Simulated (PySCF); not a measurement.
## Excited-state calculation, with input and output: C₆H₁₄Si

C₆H₁₄Si, computed with TDDFT PBE0/def2-SVPD, vertical, gas phase, core orbitals frozen in the response (PySCF 2.14.0).

The geometry comes from this level: GFN2-xTB.

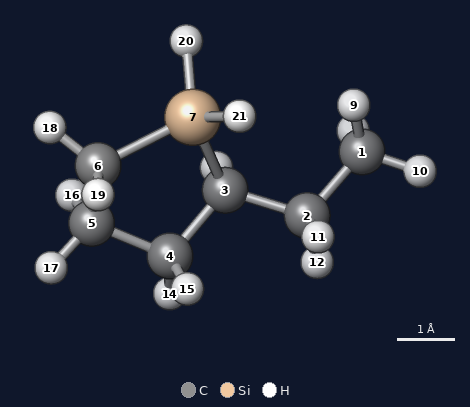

Figure 1. The structure (ball-and-stick view, seen at a tilt; atoms are numbered from 1 in the order of the input). Bond lengths as drawn: C–C 1.52 to 1.53 Å, C–H 1.09 to 1.10 Å, C–Si 1.91 Å and H–Si 1.47 Å.

Results in brief:

- outcome: converged
- total energy: −525.907122 hartree
- HOMO: −7.71 eV
- LUMO: 0.60 eV
- dipole moment: 0.61 D
- mean polarisability: 95.83 a.u.
- lowest singlet excitation: 7.17 eV
- hardware: 1 CPU thread, shared host
- wall time: 38 s
- peak memory: 1.1 GiB

Input file:
```
{"job": {"kind": "uv", "xc": "PBE0", "basis": "def2-SVPD", "nstates": 6, "ntriplets": 2}, "charge": 0, "multiplicity": 1}
C      2.686950     0.632990    -0.315767
C      1.720069    -0.192712     0.521412
C      0.349727    -0.313002    -0.137443
C     -0.587246    -1.240598     0.646251
C     -2.011934    -1.013332     0.150634
C     -2.297783     0.489629     0.206929
Si    -0.652039     1.308636    -0.294940
H      2.832207     0.176320    -1.292449
H      2.295781     1.637266    -0.464467
H      3.654877     0.706902     0.175147
H      1.609517     0.268539     1.505870
H      2.140305    -1.191912     0.674201
H      0.495344    -0.745940    -1.133381
H     -0.294226    -2.287684     0.536343
H     -0.533789    -0.989358     1.708907
H     -2.088375    -1.359984    -0.882808
H     -2.730383    -1.581007     0.746322
H     -3.143393     0.751054    -0.425865
H     -2.569768     0.771438     1.224712
H     -0.650077     1.850354    -1.657000
H     -0.234685     2.339343     0.661624
```

The first line tells a small driver script what to run in PySCF; the rest is the geometry in Å.

Launch command:
```bash
OMP_NUM_THREADS=1 python <driver script> task.json out
```

Output:
```
coarse grid: 16824 points
cycle   1  E = -525.7754812143  dE =  5.091e-01  |g| = 4.563e-01  |ddm| = 6.299e+00
cycle   2  E = -525.7474054805  dE =  2.808e-02  |g| = 5.637e-01  |ddm| = 1.571e+00
cycle   3  E = -525.8345524242  dE = -8.715e-02  |g| = 4.606e-02  |ddm| = 8.740e-01
cycle   4  E = -525.8349682605  dE = -4.158e-04  |g| = 2.501e-02  |ddm| = 1.596e-01
cycle   5  E = -525.8351251137  dE = -1.569e-04  |g| = 4.322e-03  |ddm| = 4.876e-02
cycle   6  E = -525.8351296526  dE = -4.539e-06  |g| = 8.807e-04  |ddm| = 1.087e-02
final grid: 154384 points
cycle   7  E = -525.9070987261  dE = -5.482e-05  |g| = 9.238e-03  |ddm| = 1.677e-01
cycle   8  E = -525.9070857675  dE =  1.296e-05  |g| = 1.155e-02  |ddm| = 3.189e-02
cycle   9  E = -525.9071217854  dE = -3.602e-05  |g| = 6.833e-04  |ddm| = 1.800e-02
cycle  10  E = -525.9071218980  dE = -1.126e-07  |g| = 2.270e-04  |ddm| = 1.736e-03
cycle  11  E = -525.9071219107  dE = -1.268e-08  |g| = 3.867e-05  |ddm| = 4.520e-04
cycle  12  E = -525.9071219110  dE = -3.749e-10  |g| = 1.242e-05  |ddm| = 1.204e-04
```

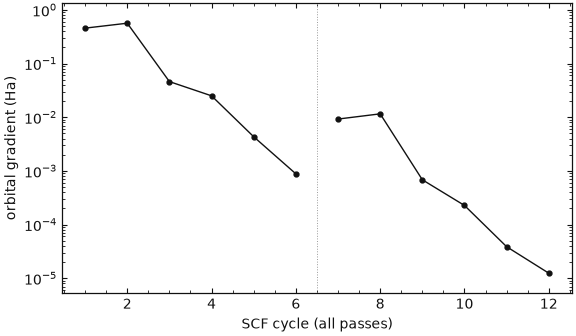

Figure 2. Convergence of the self-consistent field: orbital gradient against the SCF cycle. The dotted line marks the change from a coarse to the final integration grid. The first 6 cycles use a coarse grid, the final grid takes over at cycle 7, and the field converges after 12 cycles in all.

```
converged SCF energy = -525.9071219110

Static polarisability (au): isotropic 95.833, principal 82.176 97.729 107.594

Singlet excitations
state   eV       nm        f      main configurations
  1   7.1700    172.9   0.00549   H->L 0.95
  2   7.3220    169.3   0.03283   H->L+1 0.94
  3   7.8334    158.3   0.03566   H->L+2 0.51, H-1->L+1 0.39
  4   7.8532    157.9   0.05598   H-1->L 0.85
  5   7.9614    155.7   0.00523   H->L+3 0.52, H->L+4 0.30, H-1->L 0.09
  6   8.0393    154.2   0.14911   H-1->L+1 0.43, H->L+2 0.34, H->L+3 0.09

Triplet excitations (Tamm-Dancoff, eV): 6.7301 6.9568
```

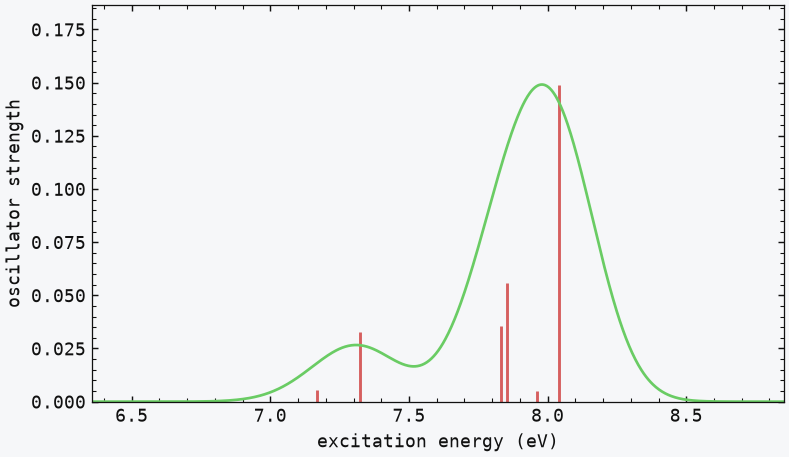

Figure 3. Computed excitations as sticks (degenerate states added up, dark ones marked on the axis), with a Gaussian envelope of 0.35 eV full width at half maximum, scaled to the tallest. Of the 6 states the lowest lies at 7.17 eV (f = 0.005); the strongest line is at 8.04 eV, or 154 nm (f = 0.149).

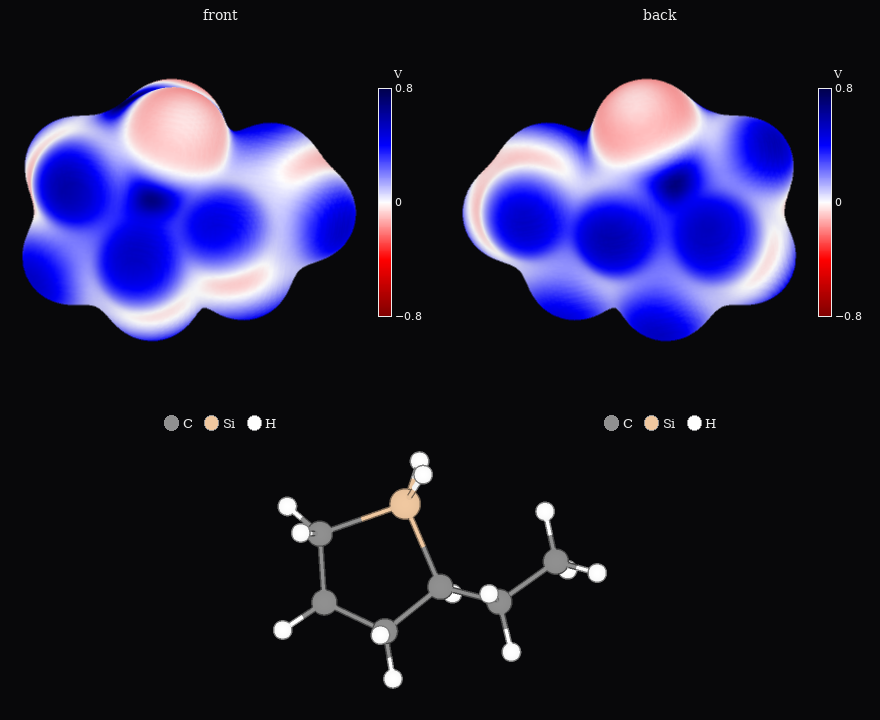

Figure 4. The electrostatic potential painted on the density surface at 0.002 e/bohr³, seen face on and from behind; red is negative and blue positive. The bare structure is drawn below in the same view. A positive charge is drawn to the negative regions and a negative charge to the positive ones. Its dipole moment is 0.61 D.

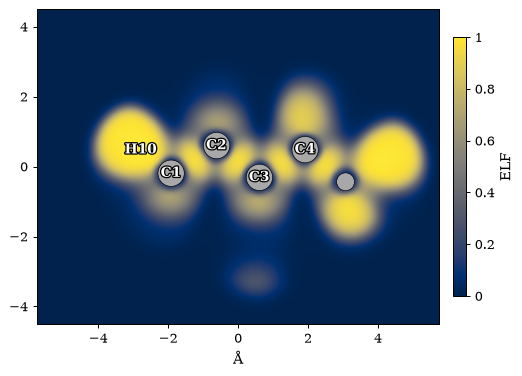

Figure 5. ELF on the plane of atoms C1, C2 and C3. Grey discs, where drawn, cover atomic cores. The section cuts through C and H sites. C–C (1.52 Å): the ELF peaks at about 0.95 between the atoms, as expected for localised, shared-pair bonding.

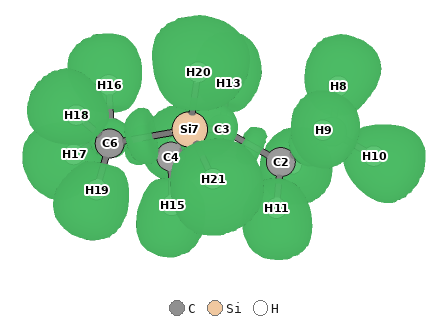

Figure 6. Isosurface of the ELF at 0.8 (green), seen from the side. Core shells and regions of very low density are left out. Values along the shortest contacts: C–C (1.52 Å): the ELF peaks at about 0.95 between the atoms, which marks a covalent bond. C–Si (1.91 Å): the ELF peaks at about 0.95 between the atoms, which marks a shared electron pair.
